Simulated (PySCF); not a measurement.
**C8H24N4Ti: geometry relaxation (part 3 of 4)**

Continued. System: C8H24N4Ti ([Ti(N(CH3)2)4]). Method: PBE0-D3(BJ)/def2-SVP geometry optimisation, gas phase (PySCF 2.14.0). 

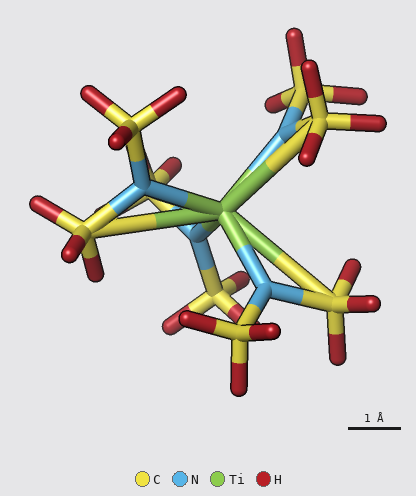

Fig. 1: The geometry at step 19 of the log (stick view, seen on its broad side).

Trajectory as extended XYZ, continued:
```
37
Properties=species:S:1:pos:R:3:forces:R:3 step=14 energy=-37729.77044
C     0.2372   -2.7501    1.2519   -0.0207  -0.0390  -0.0029
N    -0.3809   -1.4597    1.1656    0.0393   0.0013  -0.0066
C    -1.3555   -1.2087    2.1922   -0.0128   0.0904  -0.0036
Ti    0.0008   -0.0043    0.0063   -0.0987  -0.0021  -0.0028
N     0.4385    1.5482    1.0044   -0.0328   0.0531  -0.0297
C     1.4713    1.3830    1.9877    0.0682  -0.1302   0.1118
C    -0.1608    2.8512    0.9980    0.0139  -0.0172  -0.0126
N    -1.5352    0.3647   -1.0470   -0.0172  -0.0595   0.0449
C    -1.3581    1.3327   -2.0925    0.1322   0.0782  -0.0669
C    -2.8310   -0.2489   -1.0295   -0.0085   0.0176   0.0140
N     1.4641   -0.4570   -1.1117    0.0847   0.0645   0.0031
C     2.7503    0.1664   -1.2380   -0.0235  -0.0291   0.0233
C     1.2230   -1.5011   -2.0675   -0.0991  -0.0902  -0.0688
H     0.9954   -2.8714    0.4649    0.0051  -0.0015  -0.0114
H    -0.4975   -3.5751    1.1446   -0.0025   0.0092  -0.0030
H     0.7432   -2.9038    2.2283    0.0002   0.0077  -0.0069
H    -2.2330   -1.8834    2.1154    0.0196  -0.0410   0.0159
H    -1.7415   -0.1767    2.1189    0.0220   0.0005   0.0007
H    -0.9345   -1.3291    3.2114   -0.0042  -0.0099   0.0060
H     1.1156    1.5945    3.0176   -0.0097   0.0353  -0.0137
H     2.3489    2.0369    1.8031   -0.0334   0.0459  -0.0091
H     1.8463    0.3440    1.9903   -0.0209   0.0024  -0.0250
H    -0.9695    2.9018    0.2547    0.0006   0.0043  -0.0044
H    -0.5985    3.1101    1.9845   -0.0021   0.0027   0.0019
H     0.5728    3.6477    0.7566    0.0039   0.0036   0.0029
H    -1.5361    0.9083   -3.1023   -0.0334  -0.0111   0.0108
H    -2.0290    2.2100   -1.9803   -0.0497  -0.0415  -0.0010
H    -0.3260    1.7259   -2.0880   -0.0008  -0.0284   0.0049
H    -2.8929   -1.0002   -0.2289   -0.0018  -0.0006   0.0036
H    -3.0600   -0.7627   -1.9866    0.0010   0.0014   0.0000
H    -3.6420    0.4903   -0.8643    0.0026   0.0025  -0.0025
H     2.9034    0.5959   -2.2499    0.0048   0.0032  -0.0028
H     2.8567    0.9855   -0.5121    0.0043  -0.0012   0.0055
H     3.5803   -0.5493   -1.0667    0.0060  -0.0038  -0.0046
H     0.1954   -1.8937   -1.9699    0.0021   0.0281   0.0239
H     1.9068   -2.3654   -1.9359    0.0359   0.0309   0.0014
H     1.3347   -1.1537   -3.1154    0.0256   0.0235   0.0038
37
Properties=species:S:1:pos:R:3:forces:R:3 step=15 energy=-37729.77783
C     0.2285   -2.7646    1.2144   -0.0157  -0.0116  -0.0222
N    -0.3758   -1.4656    1.1552    0.0341  -0.0037  -0.0014
C    -1.3317   -1.2178    2.1999   -0.0214   0.0784   0.0155
Ti    0.0019   -0.0037    0.0038   -0.0235   0.0409  -0.0157
N     0.4340    1.5510    1.0056   -0.0397  -0.0085  -0.0297
C     1.4457    1.3831    2.0111    0.0507  -0.1228   0.0886
C    -0.1601    2.8561    0.9841    0.0267  -0.0110  -0.0069
N    -1.5372    0.3673   -1.0446   -0.0124  -0.0574   0.0303
C    -1.3659    1.3141   -2.1110    0.1349   0.0602  -0.0699
C    -2.8398   -0.2313   -0.9996   -0.0009   0.0191   0.0070
N     1.4749   -0.4502   -1.1091    0.0000   0.0538   0.0204
C     2.7692    0.1597   -1.2095   -0.0150  -0.0304   0.0168
C     1.2317   -1.4742   -2.0869   -0.0842  -0.0540  -0.0671
H     0.9432   -2.8995    0.3891   -0.0050   0.0026   0.0102
H    -0.5245   -3.5768    1.1472    0.0016   0.0003  -0.0058
H     0.7821   -2.9230    2.1636   -0.0043  -0.0015   0.0021
H    -2.2172   -1.8834    2.1289    0.0293  -0.0284   0.0089
H    -1.7068   -0.1807    2.1470    0.0203  -0.0029  -0.0023
H    -0.8976   -1.3566    3.2114    0.0026  -0.0078   0.0033
H     1.0730    1.6068    3.0324   -0.0154   0.0328  -0.0160
H     2.3335    2.0267    1.8382   -0.0369   0.0369  -0.0070
H     1.8067    0.3393    2.0281   -0.0069   0.0073  -0.0189
H    -0.9289    2.9199    0.2006   -0.0027   0.0007   0.0008
H    -0.6466    3.1064    1.9499    0.0022   0.0047   0.0006
H     0.5893    3.6509    0.7902   -0.0019   0.0039  -0.0028
H    -1.5615    0.8724   -3.1101   -0.0348  -0.0139   0.0119
H    -2.0292    2.1981   -2.0069   -0.0425  -0.0402   0.0044
H    -0.3301    1.6971   -2.1292   -0.0041  -0.0235   0.0114
H    -2.9119   -0.9440   -0.1651    0.0016   0.0016  -0.0032
H    -3.0750   -0.7861   -1.9319   -0.0016   0.0041  -0.0022
H    -3.6407    0.5255   -0.8702   -0.0009  -0.0006   0.0054
H     2.9253    0.6420   -2.1970    0.0059  -0.0013  -0.0028
H     2.8935    0.9349   -0.4395    0.0028   0.0032  -0.0001
H     3.5873   -0.5790   -1.0833    0.0055   0.0028   0.0036
H     0.1977   -1.8537   -2.0067    0.0070   0.0210   0.0120
H     1.9041   -2.3487   -1.9631    0.0305   0.0276   0.0045
H     1.3614   -1.1096   -3.1274    0.0140   0.0173   0.0163
37
Properties=species:S:1:pos:R:3:forces:R:3 step=16 energy=-37729.78366
C     0.2182   -2.7848    1.1712    0.0003   0.0131  -0.0429
N    -0.3611   -1.4732    1.1460    0.0072  -0.0157   0.0063
C    -1.2974   -1.2299    2.2091   -0.0119   0.0600   0.0399
Ti    0.0017   -0.0039    0.0007    0.0432   0.0643  -0.0158
N     0.4193    1.5516    1.0093   -0.0139  -0.0454  -0.0074
C     1.4097    1.3825    2.0373    0.0108  -0.0942   0.0447
C    -0.1567    2.8636    0.9657    0.0117   0.0025  -0.0160
N    -1.5408    0.3591   -1.0445   -0.0100  -0.0217  -0.0030
C    -1.3749    1.2863   -2.1301    0.0976   0.0057  -0.0547
C    -2.8536   -0.2132   -0.9676    0.0032   0.0046   0.0114
N     1.4850   -0.4324   -1.1088   -0.0694   0.0161   0.0160
C     2.7902    0.1561   -1.1738    0.0057  -0.0119   0.0152
C     1.2442   -1.4364   -2.1093   -0.0502   0.0032  -0.0391
H     0.8944   -2.9282    0.3151   -0.0035   0.0013   0.0206
H    -0.5552   -3.5788    1.1291    0.0033  -0.0065  -0.0076
H     0.8079   -2.9622    2.0946   -0.0072  -0.0076   0.0095
H    -2.1924   -1.8836    2.1414    0.0259  -0.0089   0.0013
H    -1.6547   -0.1858    2.1808    0.0021  -0.0031  -0.0010
H    -0.8508   -1.3938    3.2117    0.0080  -0.0034  -0.0016
H     1.0200    1.6272    3.0473   -0.0145   0.0191  -0.0120
H     2.3070    2.0147    1.8717   -0.0253   0.0183   0.0011
H     1.7522    0.3335    2.0723    0.0179   0.0068  -0.0017
H    -0.8900    2.9392    0.1499   -0.0091   0.0021   0.0012
H    -0.6809    3.1200    1.9102    0.0061   0.0017   0.0002
H     0.6109    3.6485    0.8056   -0.0044  -0.0004  -0.0074
H    -1.5971    0.8292   -3.1167   -0.0228  -0.0108   0.0089
H    -2.0290    2.1773   -2.0289   -0.0185  -0.0208   0.0042
H    -0.3341    1.6516   -2.1737   -0.0036  -0.0012   0.0082
H    -2.9329   -0.8929   -0.1066    0.0005  -0.0021  -0.0047
H    -3.1075   -0.7971   -1.8769   -0.0018   0.0058  -0.0035
H    -3.6382    0.5638   -0.8604   -0.0018  -0.0019   0.0108
H     2.9635    0.6822   -2.1361    0.0023  -0.0058  -0.0015
H     2.9260    0.8905   -0.3666    0.0022   0.0088  -0.0038
H     3.5926   -0.6044   -1.0793    0.0010   0.0058   0.0109
H     0.2030   -1.7989   -2.0511    0.0066  -0.0008  -0.0067
H     1.9050   -2.3200   -1.9886    0.0135   0.0144   0.0008
H     1.3991   -1.0544   -3.1403   -0.0014   0.0086   0.0191
37
Properties=species:S:1:pos:R:3:forces:R:3 step=18 energy=-37729.79210
C     0.2051   -2.8087    1.1098    0.0065   0.0123  -0.0206
N    -0.3329   -1.4804    1.1404   -0.0442  -0.0020   0.0067
C    -1.2342   -1.2394    2.2351    0.0564  -0.0150   0.0438
Ti   -0.0001   -0.0049   -0.0045    0.0409   0.0254   0.0227
N     0.3906    1.5414    1.0222    0.0516  -0.0458   0.0419
C     1.3455    1.3683    2.0859   -0.0767   0.0360  -0.0295
C    -0.1505    2.8654    0.9364   -0.0067   0.0222  -0.0160
N    -1.5433    0.3379   -1.0517    0.0181   0.0469  -0.0529
C    -1.3759    1.2347   -2.1655   -0.0559  -0.1021   0.0073
C    -2.8702   -0.1897   -0.9274   -0.0044  -0.0067   0.0128
N     1.4886   -0.3972   -1.1147   -0.0710  -0.0480  -0.0329
C     2.8091    0.1576   -1.1202    0.0300   0.0104   0.0113
C     1.2535   -1.3664   -2.1528    0.0382   0.0792   0.0165
H     0.8528   -2.9463    0.2315    0.0080   0.0019   0.0078
H    -0.5932   -3.5776    1.0645    0.0004  -0.0053  -0.0048
H     0.8137   -3.0333    2.0105   -0.0069  -0.0061   0.0086
H    -2.1422   -1.8751    2.1785   -0.0089   0.0180   0.0016
H    -1.5605   -0.1857    2.2424   -0.0323  -0.0043  -0.0033
H    -0.7620   -1.4402    3.2195    0.0051   0.0033  -0.0056
H     0.9237    1.6457    3.0741    0.0008  -0.0153   0.0065
H     2.2528    1.9892    1.9356    0.0154  -0.0154   0.0194
H     1.6643    0.3143    2.1487    0.0347   0.0044   0.0098
H    -0.8516    2.9457    0.0928   -0.0069  -0.0023   0.0044
H    -0.7023    3.1514    1.8563    0.0060  -0.0020   0.0017
H     0.6413    3.6292    0.7916   -0.0015  -0.0037  -0.0065
H    -1.6413    0.7546   -3.1303    0.0167   0.0039  -0.0061
H    -2.0146    2.1369   -2.0698    0.0302   0.0276  -0.0109
H    -0.3273    1.5671   -2.2419   -0.0005   0.0312  -0.0038
H    -2.9484   -0.8445   -0.0472    0.0009  -0.0076  -0.0037
H    -3.1665   -0.7875   -1.8146   -0.0011   0.0042  -0.0028
H    -3.6273    0.6142   -0.8191   -0.0001  -0.0007   0.0059
H     3.0252    0.7161   -2.0553   -0.0028  -0.0084  -0.0020
H     2.9415    0.8561   -0.2809   -0.0049   0.0082  -0.0072
H     3.5891   -0.6268   -1.0326   -0.0043   0.0016   0.0090
H     0.2038   -1.7051   -2.1319    0.0023  -0.0310  -0.0149
H     1.9000   -2.2614   -2.0409   -0.0185  -0.0151  -0.0129
H     1.4462   -0.9526   -3.1645   -0.0145   0.0003  -0.0010
37
Properties=species:S:1:pos:R:3:forces:R:3 step=19 energy=-37729.79646
C     0.2004   -2.8093    1.0943   -0.0088  -0.0065   0.0185
N    -0.3283   -1.4780    1.1438   -0.0494   0.0239  -0.0013
C    -1.2113   -1.2349    2.2538    0.0845  -0.0579   0.0162
Ti   -0.0009   -0.0050   -0.0061   -0.0129  -0.0127   0.0466
N     0.3856    1.5320    1.0313    0.0645  -0.0171   0.0476
C     1.3232    1.3562    2.1107   -0.0900   0.0957  -0.0392
C    -0.1465    2.8588    0.9304    0.0002   0.0189  -0.0036
N    -1.5405    0.3342   -1.0591    0.0403   0.0538  -0.0485
C    -1.3678    1.2155   -2.1853   -0.1217  -0.1116   0.0358
C    -2.8701   -0.1827   -0.9202   -0.0089   0.0059  -0.0034
N     1.4824   -0.3892   -1.1209   -0.0195  -0.0544  -0.0520
C     2.8068    0.1575   -1.1067    0.0225   0.0041   0.0016
C     1.2480   -1.3403   -2.1760    0.0655   0.0768   0.0211
H     0.8528   -2.9370    0.2182    0.0102   0.0045  -0.0044
H    -0.6018   -3.5734    1.0320   -0.0010  -0.0007  -0.0027
H     0.8018   -3.0530    1.9951   -0.0042  -0.0008   0.0012
H    -2.1215   -1.8677    2.2098   -0.0245   0.0183   0.0076
H    -1.5325   -0.1799    2.2693   -0.0312  -0.0062  -0.0076
H    -0.7227   -1.4414    3.2291   -0.0006   0.0043  -0.0041
H     0.8831    1.6371    3.0899    0.0089  -0.0267   0.0141
H     2.2313    1.9789    1.9755    0.0263  -0.0200   0.0195
H     1.6421    0.3030    2.1803    0.0203   0.0034   0.0014
H    -0.8459    2.9347    0.0848   -0.0015  -0.0053   0.0055
H    -0.6982    3.1574    1.8463    0.0034  -0.0007   0.0024
H     0.6500    3.6164    0.7790    0.0011  -0.0016  -0.0026
H    -1.6415    0.7236   -3.1419    0.0299   0.0082  -0.0116
H    -2.0016    2.1222   -2.0996    0.0367   0.0349  -0.0157
H    -0.3175    1.5402   -2.2679   -0.0012   0.0240  -0.0053
H    -2.9426   -0.8392   -0.0406    0.0040  -0.0053  -0.0027
H    -3.1814   -0.7761   -1.8051   -0.0014   0.0022  -0.0011
H    -3.6201    0.6263   -0.8004   -0.0001  -0.0001   0.0001
H     3.0397    0.7132   -2.0392   -0.0013  -0.0067  -0.0024
H     2.9301    0.8571   -0.2668   -0.0081   0.0030  -0.0060
H     3.5811   -0.6308   -1.0055   -0.0025  -0.0017   0.0028
H     0.1975   -1.6765   -2.1672    0.0012  -0.0263  -0.0019
H     1.8924   -2.2381   -2.0768   -0.0213  -0.0198  -0.0146
H     1.4467   -0.9089   -3.1788   -0.0095   0.0006  -0.0114
37
Properties=species:S:1:pos:R:3:forces:R:3 step=20 energy=-37729.79970
C     0.1941   -2.8092    1.0899    0.0010  -0.0222   0.0192
N    -0.3271   -1.4755    1.1485   -0.0503   0.0172  -0.0022
C    -1.1948   -1.2344    2.2710    0.0602  -0.0311  -0.0046
Ti   -0.0012   -0.0051   -0.0064   -0.0480  -0.0326   0.0562
N     0.3856    1.5250    1.0405    0.0605   0.0232   0.0326
C     1.3093    1.3515    2.1310   -0.0547   0.0731  -0.0168
C    -0.1405    2.8541    0.9303   -0.0076   0.0098  -0.0083
N    -1.5376    0.3333   -1.0663    0.0246   0.0498  -0.0313
C    -1.3654    1.2012   -2.2018   -0.0823  -0.0594   0.0275
C    -2.8694   -0.1763   -0.9203   -0.0105  -0.0053   0.0059
N     1.4765   -0.3858   -1.1281    0.0318  -0.0479  -0.0469
C     2.8037    0.1555   -1.1024    0.0093   0.0090   0.0060
C     1.2451   -1.3217   -2.1961    0.0328   0.0331   0.0023
H     0.8545   -2.9309    0.2193    0.0127  -0.0003  -0.0158
H    -0.6106   -3.5694    1.0127   -0.0016   0.0058  -0.0018
H     0.7856   -3.0656    1.9941   -0.0025   0.0059  -0.0048
H    -2.1061   -1.8659    2.2387   -0.0200   0.0030   0.0081
H    -1.5183   -0.1802    2.2912   -0.0195  -0.0011  -0.0017
H    -0.6918   -1.4416    3.2386   -0.0043   0.0018  -0.0014
H     0.8554    1.6296    3.1048    0.0094  -0.0241   0.0118
H     2.2182    1.9762    2.0102    0.0172  -0.0082   0.0081
H     1.6333    0.3001    2.2045    0.0047  -0.0011  -0.0023
H    -0.8424    2.9257    0.0863   -0.0001  -0.0016   0.0025
H    -0.6884    3.1616    1.8455    0.0018  -0.0004   0.0018
H     0.6586    3.6071    0.7706    0.0029  -0.0012  -0.0001
H    -1.6398    0.6998   -3.1532    0.0244   0.0067  -0.0091
H    -1.9943    2.1124   -2.1268    0.0187   0.0186  -0.0096
H    -0.3150    1.5253   -2.2882    0.0023   0.0090  -0.0096
H    -2.9385   -0.8370   -0.0437   -0.0005  -0.0056   0.0033
H    -3.1900   -0.7639   -1.8059    0.0009   0.0019   0.0005
H    -3.6147    0.6357   -0.7911    0.0028   0.0005  -0.0028
H     3.0479    0.7041   -2.0361   -0.0006  -0.0047  -0.0013
H     2.9194    0.8606   -0.2661   -0.0033   0.0012  -0.0013
H     3.5739   -0.6348   -0.9875   -0.0013  -0.0032  -0.0007
H     0.1956   -1.6609   -2.1950   -0.0028  -0.0142   0.0063
H     1.8885   -2.2217   -2.1103   -0.0088  -0.0083  -0.0081
H     1.4436   -0.8757   -3.1925    0.0009   0.0026  -0.0120
37
Properties=species:S:1:pos:R:3:forces:R:3 step=21 energy=-37729.80153
C     0.1869   -2.8068    1.0823   -0.0045  -0.0176   0.0192
N    -0.3341   -1.4729    1.1502   -0.0316   0.0132  -0.0031
C    -1.1857   -1.2338    2.2854    0.0298  -0.0227  -0.0249
Ti   -0.0011   -0.0044   -0.0060   -0.0380  -0.0159   0.0444
N     0.3928    1.5220    1.0467    0.0309   0.0287   0.0078
C     1.3008    1.3492    2.1494   -0.0171   0.0365  -0.0008
C    -0.1339    2.8511    0.9309    0.0012  -0.0019  -0.0047
N    -1.5344    0.3406   -1.0703    0.0160   0.0250  -0.0080
C    -1.3637    1.1920   -2.2176   -0.0360  -0.0136   0.0177
C    -2.8663   -0.1682   -0.9156   -0.0048   0.0021  -0.0031
N     1.4732   -0.3909   -1.1324    0.0323  -0.0244  -0.0222
C     2.8018    0.1482   -1.0987   -0.0059  -0.0027   0.0010
C     1.2412   -1.3103   -2.2139    0.0076   0.0031  -0.0110
H     0.8435   -2.9241    0.2079    0.0051   0.0006  -0.0104
H    -0.6184   -3.5665    1.0055   -0.0009   0.0047  -0.0017
H     0.7825   -3.0671    1.9825   -0.0002   0.0051  -0.0049
H    -2.0970   -1.8662    2.2662   -0.0070  -0.0057   0.0069
H    -1.5141   -0.1812    2.3099   -0.0020   0.0003  -0.0012
H    -0.6685   -1.4398    3.2455   -0.0032   0.0003   0.0012
H     0.8329    1.6205    3.1186    0.0053  -0.0137   0.0059
H     2.2109    1.9756    2.0454    0.0018   0.0034  -0.0015
H     1.6296    0.2993    2.2246   -0.0058  -0.0028  -0.0064
H    -0.8289    2.9208    0.0813    0.0000   0.0004   0.0004
H    -0.6895    3.1584    1.8415    0.0008   0.0009   0.0011
H     0.6661    3.6044    0.7774    0.0023   0.0007  -0.0002
H    -1.6346    0.6781   -3.1633    0.0094   0.0015  -0.0028
H    -1.9900    2.1063   -2.1571   -0.0005  -0.0007  -0.0024
H    -0.3139    1.5178   -2.3085    0.0017  -0.0071  -0.0029
H    -2.9325   -0.8222   -0.0336    0.0007  -0.0009   0.0023
H    -3.1891   -0.7632   -1.7955    0.0005   0.0009   0.0010
H    -3.6112    0.6447   -0.7913    0.0012   0.0004  -0.0013
H     3.0497    0.7010   -2.0288    0.0015  -0.0017  -0.0008
H     2.9149    0.8489   -0.2583   -0.0007  -0.0002   0.0002
H     3.5699   -0.6442   -0.9853    0.0018  -0.0021  -0.0004
H     0.1922   -1.6520   -2.2170   -0.0012   0.0005   0.0102
H     1.8831   -2.2128   -2.1439    0.0042   0.0024   0.0000
H     1.4373   -0.8496   -3.2042    0.0055   0.0030  -0.0045
37
Properties=species:S:1:pos:R:3:forces:R:3 step=22 energy=-37729.80193
C     0.1815   -2.8077    1.0755    0.0009  -0.0060   0.0001
N    -0.3381   -1.4730    1.1492   -0.0157  -0.0029  -0.0043
C    -1.1814   -1.2377    2.2906    0.0014  -0.0042  -0.0185
Ti   -0.0010   -0.0038   -0.0048   -0.0048   0.0054   0.0276
N     0.3973    1.5233    1.0485    0.0046   0.0144  -0.0112
C     1.2976    1.3523    2.1571    0.0026   0.0055   0.0027
C    -0.1293    2.8524    0.9281    0.0061  -0.0040  -0.0028
N    -1.5338    0.3451   -1.0696   -0.0008   0.0068   0.0049
C    -1.3668    1.1875   -2.2231    0.0087   0.0100   0.0006
C    -2.8659   -0.1623   -0.9094   -0.0010  -0.0015   0.0028
N     1.4734   -0.3940   -1.1332    0.0114  -0.0074   0.0004
C     2.8031    0.1425   -1.0949   -0.0067  -0.0033   0.0040
C     1.2419   -1.3050   -2.2213   -0.0114  -0.0104  -0.0139
H     0.8308   -2.9241    0.1953    0.0003  -0.0007  -0.0021
H    -0.6256   -3.5658    1.0040   -0.0005   0.0019  -0.0008
H     0.7843   -3.0693    1.9703    0.0002   0.0021  -0.0016
H    -2.0926   -1.8709    2.2770    0.0027  -0.0066   0.0037
H    -1.5124   -0.1859    2.3192    0.0032   0.0012   0.0015
H    -0.6576   -1.4444    3.2468   -0.0008  -0.0006   0.0022
H     0.8238    1.6202    3.1244    0.0009  -0.0042   0.0010
H     2.2083    1.9790    2.0597   -0.0057   0.0067  -0.0025
H     1.6274    0.3027    2.2332   -0.0041  -0.0008  -0.0047
H    -0.8177    2.9216    0.0730    0.0000   0.0002   0.0007
H    -0.6920    3.1597    1.8343    0.0007   0.0013   0.0001
H     0.6718    3.6056    0.7808    0.0006   0.0011  -0.0011
H    -1.6364    0.6666   -3.1653   -0.0025  -0.0012   0.0005
H    -1.9927    2.1025   -2.1693   -0.0089  -0.0076   0.0010
H    -0.3175    1.5140   -2.3182    0.0012  -0.0073  -0.0008
H    -2.9316   -0.8085   -0.0217   -0.0009   0.0000   0.0010
H    -3.1894   -0.7648   -1.7838    0.0004   0.0004   0.0001
H    -3.6102    0.6522   -0.7919    0.0003   0.0006   0.0005
H     3.0526    0.7015   -2.0209    0.0012  -0.0006  -0.0006
H     2.9170    0.8367   -0.2493    0.0013   0.0008  -0.0002
H     3.5694   -0.6525   -0.9871    0.0016  -0.0006   0.0009
H     0.1931   -1.6472   -2.2261    0.0003   0.0030   0.0043
H     1.8833   -2.2084   -2.1583    0.0081   0.0060   0.0027
H     1.4377   -0.8374   -3.2087    0.0051   0.0026   0.0016
```
